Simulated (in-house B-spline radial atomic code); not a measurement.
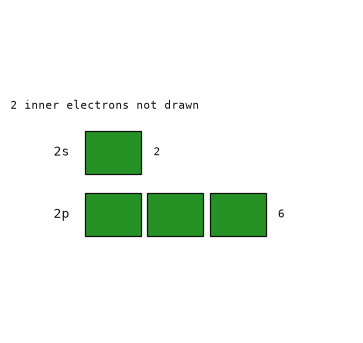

The outer shells as the input fills them: a box for each of the 2l + 1 orbitals, shaded by the share of the shell that is filled, with the electron count at the right.

# RPA and GW calculation, with input and output: Mg²⁺

Mg²⁺, configuration [He] 2s2 2p6. Computed at this level: RPA, second-order and SOSEX correlation energies and G0W0 (contour deformation) on a scalar-relativistic (spin-free one-electron X2C) mean field, all electrons, B-spline basis (in-house B-spline radial atomic code).

Input:
```
Z = 12
electrons = 10.0
configuration = [He] 2s2 2p6
hamiltonian = x2c
method = bhandhlyp
lmax = 9
rms_radius = 3.057
spin_polarised = False
box_radius = 17.55
intervals = 71
```

Hardware: 1 CPU thread, shared host.

Launched within a batch (the task file carries these settings):
```bash
python <driver script> task.json out
```

The program writes its results to a structured record and prints no log; tables and figures of this report are taken from that record.

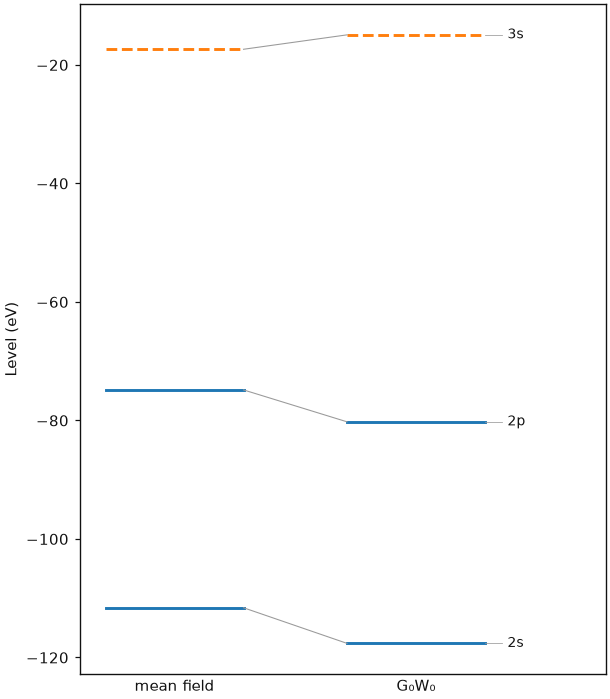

Mean-field and G₀W₀ levels (solid occupied, dashed empty) for Mg²⁺ ([He] 2s² 2p⁶). All-electron spherical atom, scalar X2C, BHandHLYP start, no spin-orbit coupling, Breit or QED terms; computed with a B-spline radial code. The quasi-particle equation is solved at full frequency; levels of low quasi-particle weight Z are left out. Σ columns are in eV, and Σc holds an estimate for the angular momenta beyond the basis. G₀W₀ moves the highest occupied level, 2p, from −74.85 to −80.23 eV (renormalisation factor Z = 0.96). The empty level 3s goes from −17.36 to −14.93 eV.

| Level | Mean field (eV) | Σx − vxc (eV) | Σc (eV) | Z | G₀W₀ (eV) |
| --- | --- | --- | --- | --- | --- |
| 3s | −17.36 | 2.80 | −0.37 | 1.00 | −14.93 |
| 2p | −74.85 | −7.11 | 1.72 | 0.96 | −80.23 |
| 2s | −111.61 | −10.83 | 4.82 | 0.93 | −117.62 |

Key numbers:

| quantity | value |
| --- | --- |
| outcome | converged |
| mean-field total energy | −199.54995 hartree |
| total energy with exact exchange alone | −199.13443 hartree |
| exact exchange energy | −15.70002 hartree |
| RPA correlation, extrapolated in the angular momentum of the empty orbitals | −0.57316 hartree |
| RPA correlation, as summed | −0.57024 hartree |
| direct second-order term | −0.64780 hartree |
| second-order exchange term | 0.23037 hartree |
| SOSEX term | 0.21142 hartree |
| wall time | 0.8 s |

Remarks:

To bear in mind: spin-orbit coupling, Breit and QED terms are absent.
